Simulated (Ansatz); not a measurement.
**BH3F− (SMILES [BH3-]F) at 6 levels**

Wanted: a comparison of 6 runs (UPBE0/STO-3G, MP2/STO-3G, BCCD(T)/STO-3G, CCSDT(Q)/STO-3G, CCSDTQ/STO-3G, CCSD(T)/STO-3G) of BH3F−. 

The calculation is run with Ansatz 0.2.0.

3 further runs of the same task are left out: 1 that didn't finish, 2 set aside as unsound or not needed.

## (1) The molecule

BH3F−: 5 atoms, total charge -1, spin state singlet. As SMILES, `[BH3-]F`. The H5–B1 distance was set to 3.070 Å, away from the relaxed value. At this shape a bond of the SMILES string is far longer than usual.

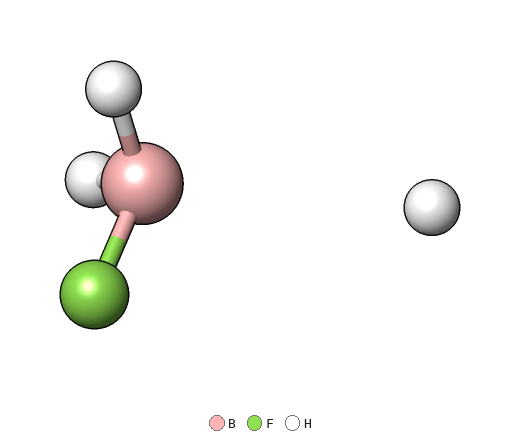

Viewed from a chosen angle; boron pink, fluorine green, hydrogen white.

## (2) A single-point energy at UPBE0/STO-3G (run 1)

The input, run.yaml:

```yaml
crystal:
  periodic: [false, false, false]
  atoms:
    - symbol: B
      position_ang: [-0.872490, -1.540312, 0.445724]
    - symbol: F
      position_ang: [0.018810, -2.287502, 1.306584]
    - symbol: H
      position_ang: [-1.904080, -1.305382, 1.067714]
    - symbol: H
      position_ang: [-1.111300, -2.220882, -0.547926]
    - symbol: H
      position_ang: [0.522090, 1.075700, -0.353640]
basis:
  gaussian:
    orbitals: STO-3G
hamiltonian:
  xc: {name: PBE0}
accuracy: high
total_charge: -1
magnetization:
  spin_polarized: true
```

On the command line:

```
$ ansatz run run.yaml --threads 1 --pin off --max-ram 2610MiB --events-out events.jsonl --progress --plain --runs-dir runs
```

Output:

```text
Warning: RAYON_NUM_THREADS=1 ignored (pool sized by the plan → 1); use --threads N
Functional definition: PBE0
  name "PBE0"
  parameter a = 0.25
  parameter kappa = 0.804
  parameter beta = 0.06672455060314922
  exchange = (1 - a)*pbe_x(kappa = kappa, mu = beta*pi^2/3) + a*exact_x
  correlation = pbe_c(beta = beta)
207 factors; integrals over basis functions are off by at most 4.5e-8 eV
mean field evaluation 1: about -3368.3916 eV, gradient 4.4e1 eV
mean field evaluation 2: about -3356.2885 eV, gradient 2.5e1 eV
mean field evaluation 4: about -3381.3864 eV, gradient 6.5e0 eV
mean field evaluation 8: about -3381.3863 eV, gradient 6.5e0 eV
mean field evaluation 16: about -3382.5392 eV, gradient 5.9e-9 eV
mean field evaluation 32: about -3381.9087 eV, gradient 5.4e0 eV
mean field -3383.06258660 eV, -124.3252569354 hartree, gradient 1.1e-8 eV, S^2 0.574854; 3 other end points of the search recorded, 0 dependent functions left out
reference -3383.06258790 eV, -124.3252569830 hartree; 9, 9 occupied and 4, 4 virtual orbitals, 207 factors
Total energy: -3383.06258790 eV, -124.3252569830 hartree
```

Wall time 2.5 s (1 thread of AMD EPYC 7R43 (Zen 3), shared host); peak memory 0.13 GiB.

## (3) A single-point energy at MP2/STO-3G (run 2)

The input, molecule.yaml:

```yaml
basis:
  gaussian: {orbitals: STO-3G}
crystal:
  periodic: [false, false, false]
  atoms:
    - {symbol: B, position_ang: [-0.872490, -1.540312, 0.445724]}
    - {symbol: F, position_ang: [0.018810, -2.287502, 1.306584]}
    - {symbol: H, position_ang: [-1.904080, -1.305382, 1.067714]}
    - {symbol: H, position_ang: [-1.111300, -2.220882, -0.547926]}
    - {symbol: H, position_ang: [0.522090, 1.075700, -0.353640]}
total_charge: -1
correlation: {method: mp2, frozen_orbitals: {B: 1, F: 1, H: 0}}
accuracy: high
```

On the command line:

```
$ ansatz run molecule.yaml --threads 1 --pin off --max-ram 2610MiB --events-out events.jsonl --progress --plain --runs-dir runs
```

Output, shortened:

```text
Warning: RAYON_NUM_THREADS=1 ignored (pool sized by the plan → 1); use --threads N
Functional definition: HF
  name "HF"
[...]
207 factors; integrals over basis functions are off by at most 4.5e-8 eV
[...]
mean field -3367.69443048 eV, -123.7604876148 hartree, gradient 1.9e-8 eV, S^2 0.000000; 0 other end points of the search recorded, 0 dependent functions left out; unrestricted orbitals would lower it
[...]
unrestricted determinant -3369.89417438 eV, -123.8413267121 hartree, S^2 0.9594
2 core orbitals not correlated: weight in the atoms' cores, before any rotation towards them, 1.000 or more for the frozen orbitals, at most 0.000 for the correlated occupied ones
reference -3367.69443048 eV, -123.7604876148 hartree; 7, 7 occupied and 4, 4 virtual orbitals, 207 factors
second order -2.63608530 eV of doubles, -0.00000000 eV of singles
Total energy: -3370.33051578 eV, -123.8573619628 hartree
```

Run time: 0.12 s. Hardware: 1 thread of AMD EPYC 7R43 (Zen 3), shared host.

Run 3 isn't shown in full; the table further down has it.

## (4) A single-point energy at CCSDT(Q)/STO-3G (run 4)

The input, job.yaml:

```yaml
crystal:
  periodic: [false, false, false]
  atoms:
    - {symbol: B, position_ang: [-0.872490, -1.540312, 0.445724]}
    - {symbol: F, position_ang: [0.018810, -2.287502, 1.306584]}
    - {symbol: H, position_ang: [-1.904080, -1.305382, 1.067714]}
    - {symbol: H, position_ang: [-1.111300, -2.220882, -0.547926]}
    - {symbol: H, position_ang: [0.522090, 1.075700, -0.353640]}
basis:
  gaussian:
    orbitals: STO-3G
correlation:
  method: ccsdt_q
  frozen_orbitals: {B: 1, F: 1, H: 0}
accuracy: high
total_charge: -1
scf:
  omitted_lower_state_checks: [cluster_reference, increment]
```

On the command line:

```
$ ansatz run job.yaml --threads 1 --pin off --max-ram 2610MiB --events-out events.jsonl --progress --plain --runs-dir runs
```

Output:

```text
Warning: RAYON_NUM_THREADS=1 ignored (pool sized by the plan → 1); use --threads N
[... 11 lines left out ...]
2 core orbitals not correlated: weight in the atoms' cores, before any rotation towards them, 1.000 or more for the frozen orbitals, at most 0.000 for the correlated occupied ones
[... 33 lines left out ...]
WARN: these amplitudes may be one of several solutions (largest doubles amplitude 0.73, level shift 3.75 eV)
Total energy: -3371.76169227 eV, -123.9099567289 hartree
Checks for a lower state left out: cluster_reference, increment
```

Run time: 0.27 s. Hardware: 1 thread of AMD EPYC 7R43 (Zen 3), shared host.

Run 5 isn't shown in full; the table further down has it.

## (5) The energy at CCSD(T)/STO-3G (run 6)

The input, job.yaml:

```yaml
basis:
  gaussian: {orbitals: STO-3G}
crystal:
  periodic: [false, false, false]
  atoms:
    - symbol: B
      position_ang: [-0.872490, -1.540312, 0.445724]
    - symbol: F
      position_ang: [0.018810, -2.287502, 1.306584]
    - symbol: H
      position_ang: [-1.904080, -1.305382, 1.067714]
    - symbol: H
      position_ang: [-1.111300, -2.220882, -0.547926]
    - symbol: H
      position_ang: [0.522090, 1.075700, -0.353640]
total_charge: -1
correlation: {method: ccsd_t, frozen_orbitals: {B: 1, F: 1, H: 0}}
accuracy: high
scf: {omitted_lower_state_checks: [cluster_reference, increment]}
```

On the command line:

```
$ ansatz run job.yaml --threads 1 --pin off --max-ram 2610MiB --events-out events.jsonl --progress --plain --runs-dir runs
```

Output:

```text
Warning: RAYON_NUM_THREADS=1 ignored (pool sized by the plan → 1); use --threads N
[... 11 lines left out ...]
2 core orbitals not correlated: weight in the atoms' cores, before any rotation towards them, 1.000 or more for the frozen orbitals, at most 0.000 for the correlated occupied ones
[... 29 lines left out ...]
WARN: these amplitudes may be one of several solutions (largest doubles amplitude 0.70, level shift 3.75 eV)
Total energy: -3372.01858352 eV, -123.9193973080 hartree
Checks for a lower state left out: cluster_reference, increment
```

It took 0.15 s on 1 thread of AMD EPYC 7R43 (Zen 3), shared host.

## (6) The series

```tsv
run	level	frozen core orbitals	energy (Eh)	wall time
1	UPBE0/STO-3G	–	-124.325257	2.5 s
2	MP2/STO-3G	2	-123.857362	0.12 s
3	BCCD(T)/STO-3G	2	-123.911210	0.16 s
4	CCSDT(Q)/STO-3G	2	-123.909957	0.27 s
5	CCSDTQ/STO-3G	2	-123.910979	3.6 s
6	CCSD(T)/STO-3G	2	-123.919397	0.15 s
```

## (7) Summary of results

| quantity | value |
| --- | --- |
| run 6: total energy | -123.91940 Eh |
| run 6: correlation energy (2 core orbitals frozen) | -158.9 mEh |
| run 6: (T) correction | -14.88 mEh |
| run 6: T1 diagnostic | 0.116 |

**Reading.** In run 6 the T1 diagnostic is large, so a single reference may not serve. In runs 2, 3, 4, 5, 6 the log says that unrestricted orbitals would lower the reference, so the values rest on an unstable closed-shell determinant (other closed-shell runs at this shape may share the fault). In runs 1, 2, 3, 4, 5, 6 the basis is minimal, so the values are rough. Spin contamination of the reference: run 1 ⟨S²⟩ = 0.57. All runs together took 6.8 s, the longest 3.6 s.
